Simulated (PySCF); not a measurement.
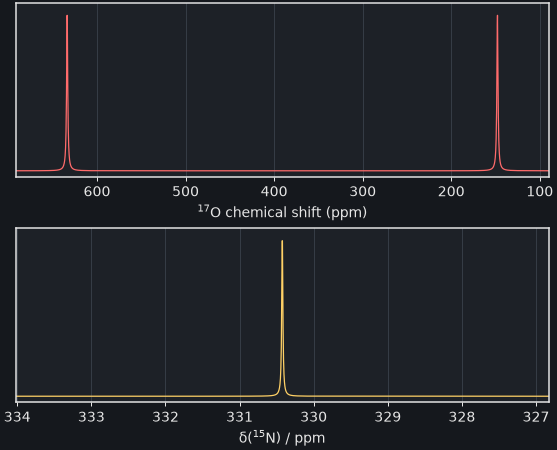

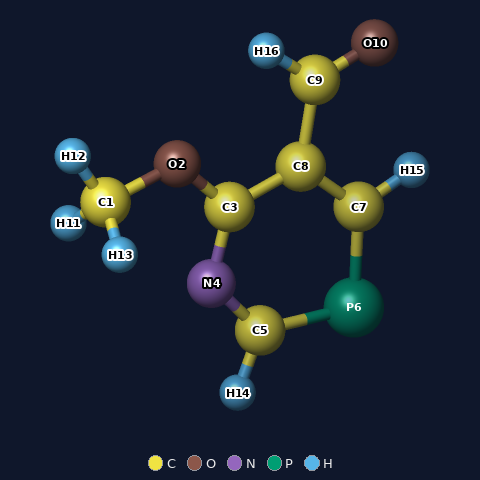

Spectrum and numbered structure of C₆H₆NO₂P, SMILES COc1ncpcc1C=O. GIAO shifts, PBE0/pcSseg-1 (IEF-PCM acetonitrile) in PySCF 2.14.0, at a PBE0-D3(BJ)/def2-SVP geometry (no frequency check), against H₂O for ¹⁷O and NH₃ for ¹⁵N computed at the same level (¹⁷O: a single water molecule, while the usual scale starts at liquid water and gives values some tens of ppm lower; ¹⁵N: a single molecule, while the usual scales start at liquid NH₃ or nitromethane; multiply bonded nitrogen can come out tens of ppm too deshielded). fully decoupled, line heights follow the number of nuclei, widths are arbitrary (no quadrupolar broadening); values of one conformer, averaged over methyl-type rotors and exact or near symmetry; other conformers aren't averaged in.

Q: Which atoms give which ¹⁷O line?

A:
```
δ (ppm)  nuclei  atoms
  633.7       1    O10
  147.8       1     O2
```

Q: Where does the ¹⁵N line lie?

A: At 330.4 ppm (N4).
